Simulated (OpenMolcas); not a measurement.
## Excited-state calculation, with input and output: SiPH$_{4}$ (charge −1) (part 1 of 4)

The run: excited-state calculation of SiPH$_{4}$, charge −1, SMILES [SiH2-]P. Method and program: NEVPT2/ANO-S-VDZP (OpenMolcas 26.06).

The geometry comes from this level: GFN2-xTB.

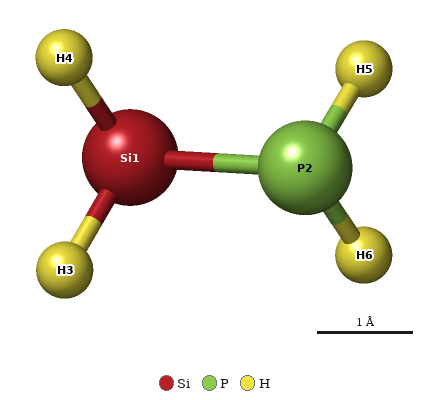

Figure 1. The input geometry (ball-and-stick view, seen at an oblique angle; atoms are numbered from 1 in the order of the input).

### Input
```
* H4PSi NEVPT2
>>> EXPORT MOLCAS_PRINT=2

&GATEWAY
 XBAS
 Si.ANO-S-VDZP
 P.ANO-S-VDZP
 H.ANO-S-VDZP
 End of Basis
 ZMAT
 Si1
 P2 1 2.22526
 H3 1 1.50319 2 96.40894
 H4 1 1.50317 3 96.65156 2 -97.34055
 H5 2 1.375351 1 94.04167 4 -85.81217
 H6 2 1.375473 5 91.34573 1 94.19419
 End of ZMAT

&SEWARD

&RASSCF
 FileOrb=$CurrDir/step2.RasOrb
 Spin=1
 Nactel=6 0 0
 Inactive=14
 Ras2=6
 CIRoot=3 3 1
 OrbListing=Few

&CASPT2
 SC-NEVPT2
 Multistate=all
```

Command:
```bash
export MOLCAS_MEM=1860
pymolcas step11.inp > step11.log
```

### The program's output
```
--- Start Module: gateway ---

                                              &GATEWAY

                       available to each process: 1.9 GB of memory, 1 thread

++    Symmetry information:
      ---------------------

                    Character Table for C1

                             E
                    a        1  x, y, xy, Rz, z, xz, Ry, yz, Rx, I
--

++    Basis set information:
      ----------------------

      Basis set label: SI.ANO-S...4S3P1D.

      Electronic valence basis set:
      ------------------
      Associated Effective Charge  14.000000 au
      Associated Actual Charge     14.000000 au
      Nuclear Model: Point charge

      Shell  nPrim  nBasis  Cartesian Spherical Contaminant
         s      13       4        X
         p      10       3        X
         d       4       1                 X

      Basis set label: P.ANO-S...4S3P1D.

      Electronic valence basis set:
      ------------------
      Associated Effective Charge  15.000000 au
      Associated Actual Charge     15.000000 au
      Nuclear Model: Point charge

      Shell  nPrim  nBasis  Cartesian Spherical Contaminant
         s      13       4        X
         p      10       3        X
         d       4       1                 X

      Basis set label: H.ANO-S...2S1P.

      Electronic valence basis set:
      ------------------
      Associated Effective Charge   1.000000 au
      Associated Actual Charge      1.000000 au
      Nuclear Model: Point charge

      Shell  nPrim  nBasis  Cartesian Spherical Contaminant
         s       7       2        X
         p       3       1        X
--

++    Molecular structure info:
      -------------------------

                    ************************************************
                    **** Cartesian Coordinates / bohr, angstrom ****
                    ************************************************

     Center  Label                x              y              z                     x              y              z
        1      SI1              0.000000       0.000000       0.000000              0.000000       0.000000       0.000000
        2      P2               0.000000       0.000000       4.205132              0.000000       0.000000       2.225260
        3      H3               2.822865       0.000000      -0.317081              1.493796       0.000000      -0.167792
        4      H4              -0.367210      -2.798336      -0.321508             -0.194319      -1.480815      -0.170135
        5      H5              -2.588305       0.148700       4.388317             -1.369672       0.078688       2.322197
        6      H6               0.222809       2.583064       4.390407              0.117905       1.366899       2.323303

                    ***************************************
                    *    InterNuclear Distances / bohr    *
                    ***************************************

               1 SI1           2 P2            3 H3            4 H4            5 H5            6 H6
    1 SI1      0.000000
    2 P2       4.205132        0.000000
    3 H3       2.840617        5.330945        0.000000
    4 H4       2.840580        5.334416        4.243499        0.000000
    5 H5       5.096937        2.599037        7.172423        5.983371        0.000000
    6 H6       5.098778        2.599267        5.965983        7.177028        3.718669        0.000000

                    *******************************************
                    *    InterNuclear Distances / angstrom    *
                    *******************************************

               1 SI1           2 P2            3 H3            4 H4            5 H5            6 H6
    1 SI1      0.000000
    2 P2       2.225260        0.000000
    3 H3       1.503190        2.821015        0.000000
    4 H4       1.503170        2.822851        2.245563        0.000000
    5 H5       2.697183        1.375351        3.795483        3.166264        0.000000
    6 H6       2.698157        1.375473        3.157062        3.797920        1.967835        0.000000

                    **************************************
                    *    Valence Bond Angles / degree    *
                    **************************************
                          Atom centers                 Phi
                      3 H3       1 SI1      4 H4        96.65
                      5 H5       2 P2       6 H6        91.35
--

            Nuclear Potential Energy             83.57454764 au

--- Stop Module: gateway /rc=_RC_ALL_IS_WELL_ ---

--- Start Module: seward ---

                                              &SEWARD

                       available to each process: 1.9 GB of memory, 1 thread

               SEWARD will generate:
                  Multipole Moment integrals up to order  2
                  Kinetic Energy integrals
                  Nuclear Attraction integrals (point charge)
                  One-Electron Hamiltonian integrals
                  Velocity integrals
                  Orbital angular momentum around (  0.0014  -0.0011   2.1983 )
                  Velocity quadrupole around (  0.0014  -0.0011   2.1983 )
                  Two-Electron Repulsion integrals

                   Integrals are discarded if absolute value <: 1.00E-14
                   Integral cutoff threshold is set to       <: 1.00E-16

            Nuclear Potential Energy             83.57454764 au

      Basis set specifications :
      Symmetry species         a
      Basis functions           56

--- Stop Module: seward /rc=_RC_ALL_IS_WELL_ ---
--- Module seward spent 1 second ---

--- Start Module: rasscf ---

                                              &RASSCF

                       available to each process: 1.9 GB of memory, 1 thread

      Header of the ONEINT file:
      --------------------------

      OrdInt status: non-squared

      Cartesian coordinates in angstrom:
      -----------------------------------------------------
      No.  Label        X            Y            Z
      -----------------------------------------------------
       1   SI1        0.00000000   0.00000000   0.00000000
       2   P2         0.00000000   0.00000000   2.22526000
       3   H3         1.49379584   0.00000000  -0.16779207
       4   H4        -0.19431924  -1.48081540  -0.17013471
       5   H5        -1.36967209   0.07868850   2.32219744
       6   H6         0.11790538   1.36689860   2.32330340
      -----------------------------------------------------
      Nuclear repulsion energy =   83.57454764

++    Wave function specifications:
      -----------------------------

      Number of closed shell electrons          28
      Number of electrons in active shells       6
      Max number of holes in RAS1 space          0
      Max nr of electrons in RAS3 space          0
      Number of inactive orbitals               14
      Number of active orbitals                  6
      Number of secondary orbitals              36
      Spin quantum number                      0.0
      State symmetry                             1
--

++    Orbital specifications:
      -----------------------

      Symmetry species                           1
                                                 a
      Frozen orbitals                            0
      Inactive orbitals                         14
      Active orbitals                            6
      RAS1 orbitals                              0
      RAS2 orbitals                              6
      RAS3 orbitals                              0
      Secondary orbitals                        36
      Deleted orbitals                           0
      Number of basis functions                 56
--

++    CI expansion specifications:
      ----------------------------

      Number of CSFs                           175
      Number of spin combinations              210
      Number of determinants                   400
      Number of root(s) required                 3
      Root chosen for geometry opt.              3
      CI roots used                              1     2     3
      weights                                0.333 0.333 0.333
      highest root included in the CI            3
      max. size of the explicit Hamiltonian    175
--

++    Optimization specifications:
      ----------------------------

      RASSCF algorithm: Conventional
      Maximum number of macro iterations       200
      Maximum number of SX iterations          100
      Threshold for RASSCF energy            1.000E-08
      Threshold for max MO rotation          1.000E-01
      Threshold for max BLB element          1.000E-04
      Level shift parameter                  5.000E-01
      Make Quasi-Newton update
--

      The MO-coefficients are taken from the file:
      step2.RasOrb
      Title: RASSCF average (pseudo-natural) orbitals

      Total molecular charge   -1.00

      ************************************************************************************************************************
      *                                            Wave function control section                                             *
      ************************************************************************************************************************

                                         RASSCF iterations: Energy and convergence statistics
                                         ----------------------------------------------------

          iter iter root      energy       change     param      element    value   shift minimum  type update hh:mm:ss
 Nr of preliminary CI iterations:   1
        1   1    4    0  -631.89997495    0.00E+00   7.93E-05   19  33 1 -1.99E-06   0.35   0.00    SX    NO    0:00:00
        2   1    3    0  -631.89997495   -8.30E-10   4.22E-05   19  21 1 -1.52E-06   0.35   0.00    SX    NO    0:00:00
        3   1    3    0  -631.89997495   -3.64E-10   2.57E-05   19  21 1 -1.47E-06   0.35   0.00    SX    NO    0:00:00
        4   1    3    0  -631.89997495   -2.04E-10   1.74E-05   19  21 1 -1.39E-06   0.35   0.00    SX    NO    0:00:00
      Convergence after  4 iterations
        5   1    3    0  -631.89997495   -1.26E-10   1.74E-05   19  21 1 -1.29E-06   0.35   0.00    SX    NO    0:00:00

      ************************************************************************************************************************
                                                      Wave function printout:
                       occupation of active orbitals, and spin coupling of open shells (u,d: Spin up or down)
      ************************************************************************************************************************

      Note: transformation to natural orbitals
      has been made, which may change the order of the CSFs.

      printout of CI-coefficients larger than  0.05 for root  1
      energy=    -631.985422
      conf/sym  111111     Coeff  Weight
             1  222000  -0.98328 0.96684
             3  22u0d0  -0.05059 0.00256
             5  2u2d00  -0.07169 0.00514
             7  2u200d  -0.09146 0.00836
            34  202002   0.06071 0.00369

      printout of CI-coefficients larger than  0.05 for root  2
      energy=    -631.868010
      conf/sym  111111     Coeff  Weight
             1  222000  -0.06929 0.00480
             5  2u2d00   0.75389 0.56835
             6  2u20d0   0.62858 0.39511
            49  2uu0dd   0.05147 0.00265

      printout of CI-coefficients larger than  0.05 for root  3
      energy=    -631.846493
      conf/sym  111111     Coeff  Weight
             5  2u2d00   0.62827 0.39473
             6  2u20d0  -0.75799 0.57455
            33  2020ud   0.06277 0.00394

      Natural orbitals and occupation numbers for root  1
      sym 1:   1.995807   1.980488   1.992648   0.002122   0.003575   0.025360

      Natural orbitals and occupation numbers for root  2
      sym 1:   1.993616   1.096674   1.965574   0.908794   0.002312   0.033030

      Natural orbitals and occupation numbers for root  3
      sym 1:   1.993474   1.035560   1.972493   0.001926   0.968587   0.027961

      ************************************************************************************************************************
      *                                                    Final results                                                     *
      ************************************************************************************************************************

++    Final optimization conditions:
      ------------------------------

      Average CI energy                            -631.89997495
      RASSCF energy for state  3                   -631.84649302
      Super-CI energy                                -0.00000000
      RASSCF energy change                           -0.00000000
      Max change in MO coefficients               1.415E-05
      Max non-diagonal density matrix element     1.742E-05
      Maximum BLB matrix element                 -1.287E-06
      (orbital pair  19,  21 in symmetry   1)
      Norm of electronic gradient            5.388E-02
--

      Final state energy(ies):
      ------------------------

::    RASSCF root number  1 Total energy:   -631.98542202
::    RASSCF root number  2 Total energy:   -631.86800982
::    RASSCF root number  3 Total energy:   -631.84649302

++    Molecular orbitals:
      -------------------

      Pseudonatural active orbitals and approximate occupation numbers

      Molecular orbitals for symmetry species 1: a

      Orbital                 1         2         3         4         5         6         7         8         9        10
      Energy           -79.7523  -68.5849   -7.2997   -5.9345   -5.1934   -5.1923   -5.1915   -4.0389   -4.0388   -4.0381
      Occ. No.           2.0000    2.0000    2.0000    2.0000    2.0000    2.0000    2.0000    2.0000    2.0000    2.0000
```
